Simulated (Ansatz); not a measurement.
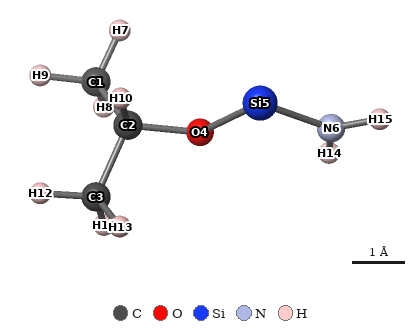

The structure (ball-and-stick view, seen at a tilt; atoms are numbered from 1 in the order of the input). Bond lengths as drawn: C–C 1.51 Å, C–H 1.09 to 1.10 Å, C–O 1.42 Å, H–N 1.01 Å, N–Si 1.71 Å and O–Si 1.66 Å.

**What a change does: single-point calculation on C$_{3}$H$_{9}$NOSi**

System: C$_{3}$H$_{9}$NOSi, SMILES CC(C)O[Si]N.
Method of the first run: RKS SPW92 (LDA)/def2-TZVPP (Ansatz 0.2.0).

The geometry comes from this level: PBE0-D4/def2-TZVP. Text and figures count atoms from 1; the logs count them from 0 in places.

**The input, the first run**
```yaml
crystal:
  periodic: [false, false, false]
  atoms:
    - {symbol: C, position_ang: [-0.296527, -1.144152, 1.420000]}
    - {symbol: C, position_ang: [0.534101, -0.400312, 0.395782]}
    - {symbol: C, position_ang: [1.106608, -1.317801, -0.663781]}
    - {symbol: O, position_ang: [-0.283571, 0.574538, -0.236377]}
    - {symbol: Si, position_ang: [0.038285, 2.199695, -0.155523]}
    - {symbol: N, position_ang: [-1.283596, 2.736082, -1.090012]}
    - {symbol: H, position_ang: [-0.685997, -0.456501, 2.173319]}
    - {symbol: H, position_ang: [-1.143277, -1.634237, 0.932924]}
    - {symbol: H, position_ang: [0.302601, -1.906028, 1.924294]}
    - {symbol: H, position_ang: [1.364444, 0.105909, 0.912631]}
    - {symbol: H, position_ang: [0.298851, -1.812584, -1.208880]}
    - {symbol: H, position_ang: [1.740060, -2.083988, -0.210550]}
    - {symbol: H, position_ang: [1.706691, -0.752591, -1.379660]}
    - {symbol: H, position_ang: [-1.976117, 2.129849, -1.504868]}
    - {symbol: H, position_ang: [-1.444255, 3.711418, -1.279898]}
basis:
  gaussian: {orbitals: def2-TZVPP}
hamiltonian: {xc: lda}
output: {orbitals: {seedname: orbitals}}
```

Command:
```bash
ansatz run in.yaml --threads 4 --pin off --events-out ev --progress --plain --max-ram 11315MiB
```

Hardware: 4 threads of Arm Neoverse V1, 23 GiB of memory available, shared host.

**Output (the first run)**
```
Functional definition: SPW92
  exchange = slater_x
  correlation = pw_c
1665 factors; their error is unknown
mean field evaluation 1: about -14561.2821 eV, gradient 1.1e2 eV
mean field evaluation 2: about -14470.8894 eV, gradient 2.2e2 eV
mean field evaluation 4: about -14586.6533 eV, gradient 2.9e1 eV
mean field evaluation 8: about -14588.1115 eV, gradient 3.1e-1 eV
mean field evaluation 16: about -14588.0607 eV, gradient 3.5e-4 eV
mean field -14588.06069846 eV, -536.1013425257 hartree, gradient 1.2e-5 eV, S^2 0.000000; 0 other end points of the search recorded, 0 dependent functions left out
reference -14588.06074502 eV, -536.1013442369 hartree; 28, 28 occupied and 295, 295 virtual orbitals, 1665 factors
Total energy: -14588.06074502 eV, -536.1013442369 hartree
```

The input of the second run differs as follows (lines with − go, lines with + come):
```diff
-hamiltonian: {xc: lda}
+hamiltonian: {xc: {name: wB97X-V}}
```

Predict how the results change.

The total energies belong to different methods, so their difference says nothing on which is more stable or more accurate. The HOMO goes from −5.47 to −8.79 eV. The LUMO goes from −1.62 to 1.40 eV. On the same kind of shared host the second run took about 6.1 times as long.

**Output (the second run)**
```
Functional definition: wB97X-V
  parameter omega = 0.3/bohr
  parameter cx = 0.167
  parameter cx1 = 0.603
  parameter cx2 = 1.194
  parameter css0 = 0.556
  parameter css1 = -0.257
  parameter cos0 = 1.219
  parameter cos1 = -1.850
  parameter b = 6.0
  parameter c = 0.01
  exchange = spin_sum(e_x_unif_sr(omega)*poly(b97_u_x, 1 - cx, cx1, cx2)) + cx*exact_x_sr(omega) + exact_x_lr(omega)
  correlation = spin_sum(e_c_pw_same_spin*poly(b97_u_same, css0, css1))
      + integral(e_c_pw_opposite_spin*poly(b97_u_opposite, cos0, cos1)) + vv10(b, c)
1668 factors; their error is unknown
415 factors; integrals over basis functions are off by at most 8.7e-6 eV
mean field evaluation 1: about -14663.8929 eV, gradient 7.1e1 eV
mean field evaluation 2: about -14664.5245 eV, gradient 7.1e1 eV
mean field evaluation 4: about -14673.6356 eV, gradient 3.4e0 eV
mean field evaluation 8: about -14673.6673 eV, gradient 7.4e-2 eV
mean field evaluation 16: about -14673.6539 eV, gradient 8.2e-5 eV
mean field -14673.65393310 eV, -539.2468358817 hartree, gradient 2.1e-5 eV, S^2 0.000000; 0 other end points of the search recorded, 0 dependent functions left out
reference -14673.65393076 eV, -539.2468357955 hartree; 28, 28 occupied and 295, 295 virtual orbitals, 1668 factors
Total energy: -14673.65393076 eV, -539.2468357955 hartree
```

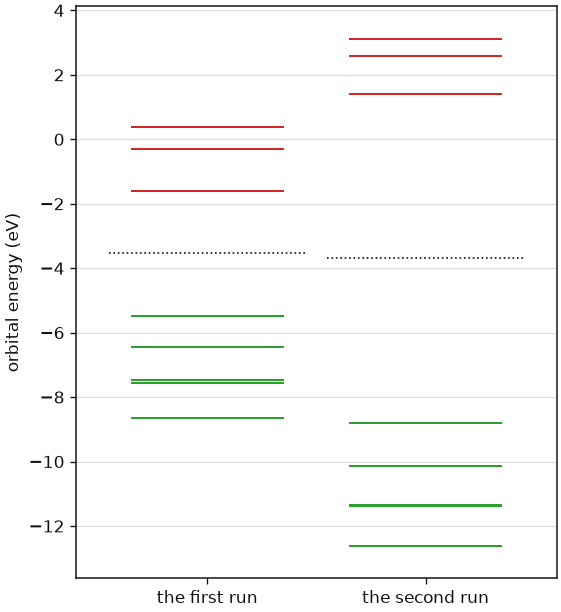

The five highest filled and three lowest empty orbital energies of the two runs; the dotted lines part filled from empty levels. The HOMO–LUMO gap is 3.86 eV in the first run and 10.19 eV in the second run.

**The two runs side by side**

| quantity | the first run | the second run |
| --- | --- | --- |
| outcome | converged | converged |
| total energy (hartree) | −536.101344 | −539.246836 |
| HOMO (eV) | −5.47 | −8.79 |
| LUMO (eV) | −1.62 | 1.40 |
| basis functions | 323 | 323 |
| wall time (shared host) | 2.2 s | 14 s |
